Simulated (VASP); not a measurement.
Band structure of BaTe (rock salt). Computed with optB86b-vdW, VASP's PBE PAW potentials (set 64) (plane waves; VASP).

Unless said otherwise, spin-orbit coupling is left out, though it shifts the bands of the heavy elements here.

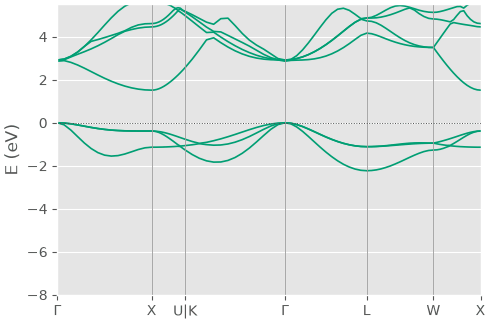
Bands along high-symmetry lines, zero at the valence-band maximum or, without a gap, the Fermi level

Question: Read the plot: is there a gap, and where are the band edges?

Answer: The gap is indirect, 1.52 eV, from the valence maximum at Γ to the conduction minimum at X. (Edges off the drawn lines would not show.)

The compound is BaTe in the rock salt structure. It was relaxed first.
